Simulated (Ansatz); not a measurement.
# GaHfH$_{2}$Cl$_{5}$O: single-point calculation

- system: GaHfH$_{2}$Cl$_{5}$O
- method: RKS PBE0-D4/def2-TZVPP (Ansatz 0.2.0)

The geometry is the product side of a reaction. The reaction was set up to form Ga1–O6 and H2–Hf5 and to break Ga1–H2 and Hf5–O6 (atoms counted from 1 in the order of the input); sticks are drawn by distance alone. The geometry comes from this level: PBE0-D4/def2-TZVP.

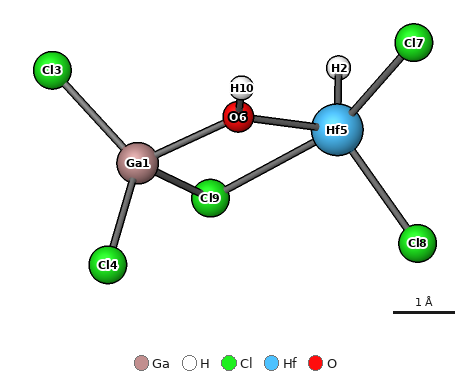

The structure (ball-and-stick view, seen at a tilt; atoms are numbered from 1 in the order of the input). Sticks mark near contacts. Bond lengths as drawn: Cl–Ga 2.12 to 2.28 Å, Cl–Hf 2.32 to 2.64 Å, Ga–O 1.93 Å, Hf–O 2.11 Å, H–Hf 1.82 Å and H–O 0.96 Å.

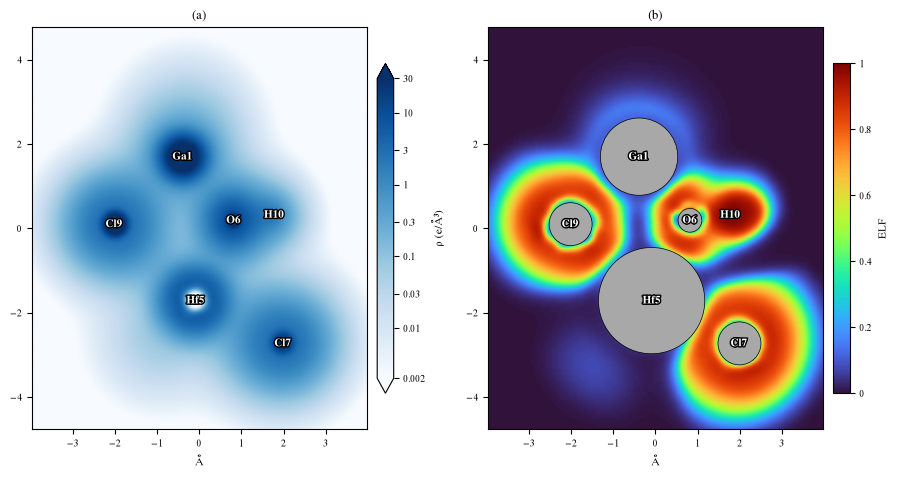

(a) electron density; (b) ELF on the plane of atoms Hf5, O6 and H10. Grey discs, where drawn, cover atomic cores. Atoms in the plane: Ga, Hf, O, Cl and H. Ga–O (1.93 Å): ρ at the midpoint is about 0.63 e/Å³; the ELF peaks at about 0.90 in the valence shell of O, 0.6 Å from its nucleus, and is about 0.20 at the midpoint. Hf–O (2.11 Å): ρ is about 0.6 e/Å³ halfway; the ELF peaks at about 0.85 in the valence shell of O, 0.6 Å from its nucleus, and drops to about 0.20 between the two atoms. Hf–Cl (2.33 Å): ρ is about 0.63 e/Å³ halfway; the ELF peaks at about 0.85 in the valence shell of Cl, 0.8 Å from its nucleus, and is about 0.40 at the midpoint. O–H (0.96 Å): ρ is about 3.8 e/Å³ halfway, with its minimum of 2.5 e/Å³ about 0.8 Å from O; the ELF climbs to about 1 towards the hydrogen, as it does in any bond to H; a covalent bond by its length. Ga–Cl (2.28 Å): ρ is about 0.57 e/Å³ halfway; the ELF peaks at about 0.85 in the valence shell of Cl, 0.9 Å from its nucleus, and is about 0.60 at the midpoint.

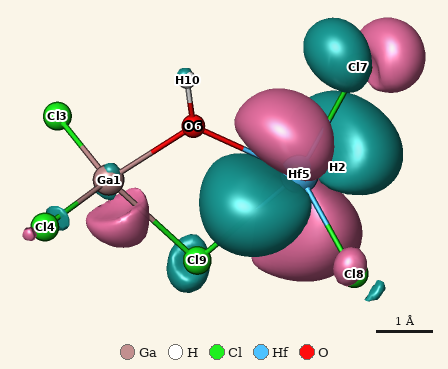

One frontier orbital at ±0.1 Å⁻³ᐟ² (teal and pink are the two phases), seen at a tilt. The LUMO, at −2.42 eV. It lies mainly on Hf5 (65 %) and Cl7 (10 %).

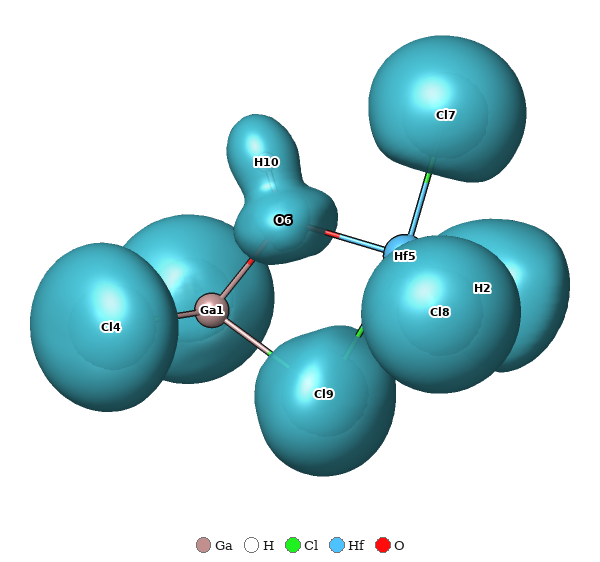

Isosurface of the ELF at 0.75 (cyan), seen at a tilt. Core shells and regions of very low density are left out. Along the contacts the grid gives the following. Ga–O (1.93 Å): the ELF peaks at about 0.90 in the valence shell of O, 0.6 Å from its nucleus, and is about 0.20 at the midpoint. Hf–O (2.11 Å): the ELF peaks at about 0.85 in the valence shell of O, 0.6 Å from its nucleus, and drops to about 0.20 between the two atoms.

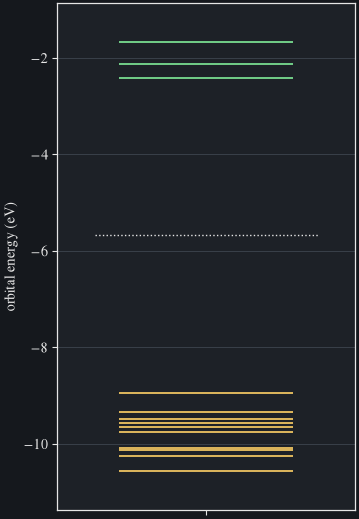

Orbital energies near the frontier; the dotted line parts filled from empty levels, and levels within 0.02 eV of each other stand side by side. Highest filled −8.95 eV, lowest empty −2.42 eV, 6.53 eV apart.

The input and output of the run follow.

### Input file
```yaml
crystal:
  periodic: [false, false, false]
  atoms:
    - {symbol: Ga, position_ang: [-0.017924, -1.762320, 0.744028]}
    - {symbol: H, position_ang: [0.846471, 1.074661, -2.369702]}
    - {symbol: Cl, position_ang: [-0.794214, -3.336726, -0.452396]}
    - {symbol: Cl, position_ang: [0.122162, -1.939208, 2.857372]}
    - {symbol: Hf, position_ang: [0.354841, 1.353136, -0.636040]}
    - {symbol: O, position_ang: [-0.879032, -0.093730, 0.280106]}
    - {symbol: Cl, position_ang: [-1.510461, 2.674703, -1.099262]}
    - {symbol: Cl, position_ang: [1.865059, 2.779097, 0.407454]}
    - {symbol: Cl, position_ang: [1.832390, -0.787676, -0.164439]}
    - {symbol: H, position_ang: [-1.819291, 0.037963, 0.432878]}
basis:
  gaussian: {orbitals: def2-TZVPP}
hamiltonian: {xc: pbe0, dispersion: d4}
output: {orbitals: {seedname: orbitals}}
```

Command:
```bash
ansatz run in.yaml --threads 4 --pin off --events-out ev --progress --plain --max-ram 63488MiB --backend cuda --devices 0, --max-vram 37GiB
```

### Log
```
Functional definition: PBE0
  name "PBE0"
  cite "Adamo & Barone, J. Chem. Phys. 110, 6158 (1999) doi:10.1063/1.478522"
  cite "Perdew, Burke & Ernzerhof, Phys. Rev. Lett. 77, 3865 (1996) doi:10.1103/PhysRevLett.77.3865"
  parent pbe
  parameter a = 0.25
  parameter kappa = 0.804
  parameter beta = 0.06672455060314922
  exchange = (1 - a)*pbe_x(kappa = kappa, mu = beta*pi^2/3) + a*exact_x
  correlation = pbe_c(beta = beta)
2711 factors; their error is unknown
mean field evaluation 1: about -118355.9457 eV, gradient 6.1e1 eV
mean field evaluation 2: about -118344.5818 eV, gradient 1.0e2 eV
mean field evaluation 4: about -118361.9787 eV, gradient 5.0e0 eV
mean field evaluation 8: about -118362.0170 eV, gradient 2.5e-1 eV
mean field evaluation 16: about -118362.3760 eV, gradient 2.2e-4 eV
mean field -118362.37603234 eV, -4349.7370902883 hartree, gradient 3.6e-5 eV, S^2 0.000000; 0 other end points of the search recorded, 0 dependent functions left out
reference -118362.37607376 eV, -4349.7370918107 hartree; 69, 69 occupied and 304, 304 virtual orbitals, 2711 factors
Total energy: -118362.78294991 eV, -4349.7520442332 hartree
```

### Summary

| quantity | value |
| --- | --- |
| outcome | converged |
| total energy | −118362.7829 eV |
| mean-field energy | −118362.3761 eV |
| dispersion energy | −0.4069 eV |
| SCF solution under orbital rotations | stable |
| HOMO | −8.95 eV |
| LUMO | −2.42 eV |
| hardware | 4 CPU threads, shared host |
| wall time | 4.5 s (CPU time 5.9 s) |
| peak memory | 0.95 GiB |
